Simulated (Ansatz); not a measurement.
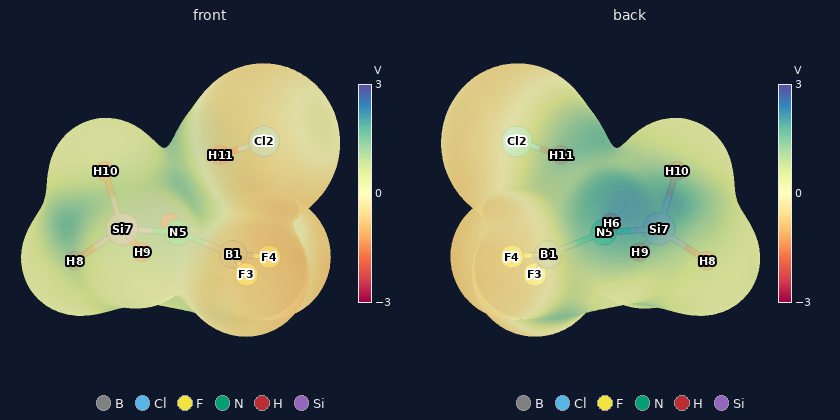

The picture shows: BF2H4NSi···HCl. The molecular electrostatic potential painted on the density surface at 0.002 e/bohr³, seen from the front and from behind; the colour scale runs from red (negative) to blue (positive).

Not at a stationary point (largest force 1.8 eV/Å).

Method: RKS BLYP-D4/def2-SVP in Ansatz 0.2.0.

Input file:

```
crystal:
  periodic: [false, false, false]
  atoms:
    - { symbol: B, position_ang: [0.0, 0.0, 0.0] }
    - { symbol: Cl, position_ang: [0.0, 0.0, 2.21] }
    - { symbol: F, position_ang: [1.1431, 0.0, -0.66] }
    - { symbol: F, position_ang: [-1.1431, 0.0, -0.66] }
    - { symbol: "N", position_ang: [0.0773, -1.7539, 0.5833] }
    - { symbol: H, position_ang: [-0.441, -2.5119, 0.0539] }
    - { symbol: Si, position_ang: [1.0434, -2.1779, 2.0663] }
    - { symbol: H, position_ang: [1.2276, -3.6248, 2.1308] }
    - { symbol: H, position_ang: [2.3474, -1.5244, 2.0018] }
    - { symbol: H, position_ang: [0.3313, -1.7252, 3.2578] }
    - { symbol: H, position_ang: [0.0556, -1.2621, 1.6502] }
basis:
  gaussian: { orbitals: def2-SVP }
hamiltonian:
  xc: blyp
  dispersion: d4
relax:
  f_tol: 0.15
  max_steps: 25
  restrain:
    - { distance: [0, 4], at: 1.55, k: 30.0 }
    - { distance: [10, 1], at: 1.37, k: 30.0 }
    - { distance: [0, 1], at: 3.06, k: 30.0 }
    - { distance: [10, 4], at: 2.26, k: 30.0 }
output:
  orbitals: {}
```

Command:

```sh
ansatz run input.yaml --threads 4 --pin off --max-ram 5120MiB --backend cpu --events-out ev --progress --plain --runs-dir out
```

The fields are those of the run's last geometry, not of the input's.

Which sites attract a positive test charge, and which a negative one?

A positive charge is drawn to the negative regions and a negative charge to the positive ones. The most negative region (about −0.8 V, or −18 kcal/mol for a unit charge) lies over F3, the most positive (about +2.1 V, or +48 kcal/mol for a unit charge) over H6. Cl2 shows a σ-hole: about +0.3 V at the tip opposite its bond, against about −0.6 V, or −14 kcal/mol for a unit charge on its flanks.
